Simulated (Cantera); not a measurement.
Input: 1 mol BaF2, 7.6 mol O2, 110 mol N2, at 0.290 Pa.

Cantera equilibrium calculation (NASA polynomials, part measured and part estimated; ideal gas, pure solids and liquids). Candidate condensed phases: Ba, BaF2, BaO; 20 gas species. The numbers say what is thermodynamically allowed, not how fast it happens.

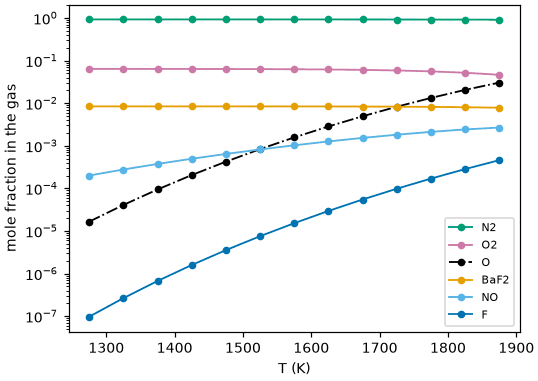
Figure. Equilibrium gas composition (values under 1e-9 drawn at 1e-9)

From 1275 K to 1875 K nothing is condensed. The main Ba-bearing gas is BaF2 throughout.
